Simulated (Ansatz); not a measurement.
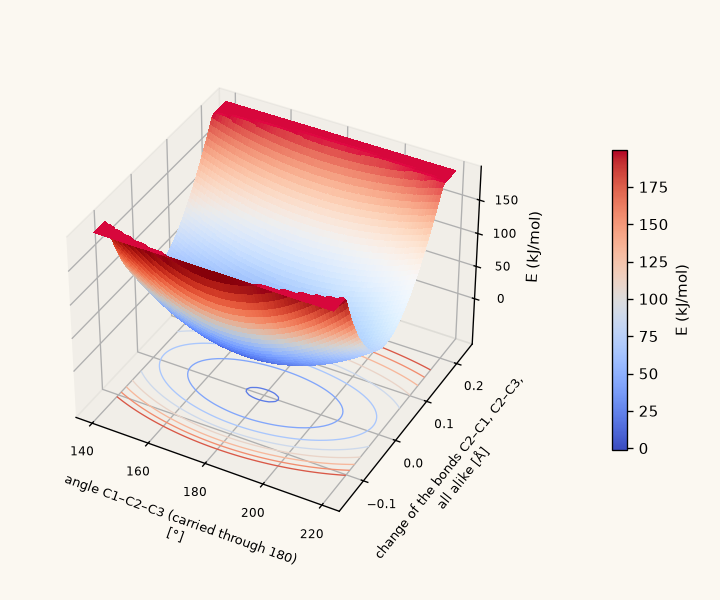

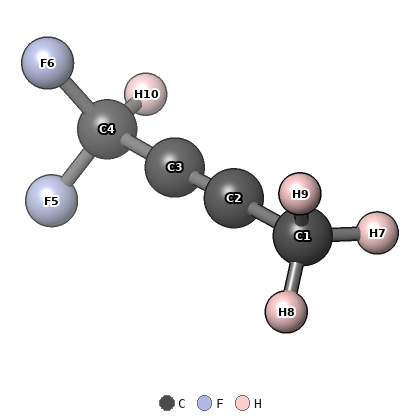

Energy landscape of C4H4F2, SMILES CC#CC(F)F. Coordinates scanned: (1) angle C1–C2–C3 (carried through 180); (2) change of the bonds C2–C1, C2–C3, all alike. Nothing is relaxed (all other coordinates rigid). The scan uses a 15 × 15 grid. Points are written as (first, second). All energies are given in kJ/mol relative to the lowest grid point. Level of theory: RKS PBE0-D4/def2-SVP in Ansatz.

Drawn: a relief with its contours projected below, any walls above the top of the colour scale cut off. Between grid points the surface is interpolated. The second picture is the structure at the lowest point.

Summarise what can be read from the map.

Answer. The lowest grid point is at (180.0°, 0.013 Å). It is the only kind of minimum in the scanned range. The highest grid point, (220.0°, −0.146 Å), lies 300 kJ/mol above the lowest. Round the minimum the two coordinates are nearly uncoupled.

Grid values (kJ/mol):

| second ↓, first → | 140.0 | 145.7 | 151.4 | 157.1 | 162.9 | 168.6 | 174.3 | 180.0 | 185.7 | 191.4 | 197.1 | 202.9 | 208.6 | 214.3 | 220.0 |
| --- | --- | --- | --- | --- | --- | --- | --- | --- | --- | --- | --- | --- | --- | --- | --- |
| 0.226 | 260 | 255 | 251 | 247 | 244 | 242 | 241 | 241 | 241 | 242 | 244 | 246 | 249 | 253 | 259 |
| 0.200 | 221 | 214 | 209 | 204 | 201 | 199 | 197 | 197 | 197 | 198 | 201 | 204 | 208 | 213 | 219 |
| 0.173 | 182 | 174 | 168 | 163 | 159 | 156 | 155 | 154 | 154 | 156 | 159 | 163 | 167 | 174 | 181 |
| 0.146 | 147 | 138 | 131 | 125 | 120 | 117 | 115 | 115 | 115 | 117 | 120 | 125 | 131 | 138 | 147 |
| 0.120 | 117 | 107 | 99 | 92 | 87 | 84 | 81 | 81 | 82 | 84 | 87 | 93 | 99 | 108 | 118 |
| 0.093 | 92 | 80 | 71 | 64 | 58 | 54 | 51 | 50 | 51 | 54 | 58 | 64 | 72 | 81 | 93 |
| 0.067 | 73 | 60 | 50 | 41 | 35 | 30 | 28 | 27 | 28 | 31 | 36 | 42 | 51 | 62 | 75 |
| 0.040 | 60 | 46 | 35 | 25 | 18 | 13 | 10 | 9 | 11 | 14 | 19 | 27 | 37 | 49 | 63 |
| 0.013 | 56 | 41 | 28 | 18 | 10 | 4 | 1 | 0 | 1 | 5 | 11 | 20 | 30 | 44 | 60 |
| −0.013 | 62 | 45 | 31 | 19 | 11 | 5 | 1 | 0 | 2 | 6 | 12 | 22 | 34 | 48 | 66 |
| −0.040 | 78 | 60 | 45 | 32 | 23 | 16 | 12 | 11 | 13 | 17 | 25 | 35 | 48 | 64 | 83 |
| −0.067 | 108 | 88 | 71 | 58 | 48 | 40 | 36 | 35 | 37 | 42 | 50 | 61 | 76 | 93 | 114 |
| −0.093 | 151 | 130 | 112 | 97 | 86 | 78 | 73 | 72 | 74 | 80 | 89 | 101 | 116 | 135 | 158 |
| −0.120 | 213 | 190 | 170 | 155 | 142 | 134 | 129 | 128 | 130 | 136 | 145 | 159 | 176 | 196 | 220 |
| −0.146 | 291 | 266 | 245 | 229 | 215 | 206 | 201 | 200 | 202 | 209 | 219 | 233 | 251 | 273 | 300 |

Each point was launched as `ansatz run input.yaml --threads 1 --pin off --max-ram 2560MiB --backend cpu --events-out ev --progress --plain --runs-dir out`. The whole map (225 points run) took 15 min on 1 thread of Arm Neoverse V2, with other jobs on the host.
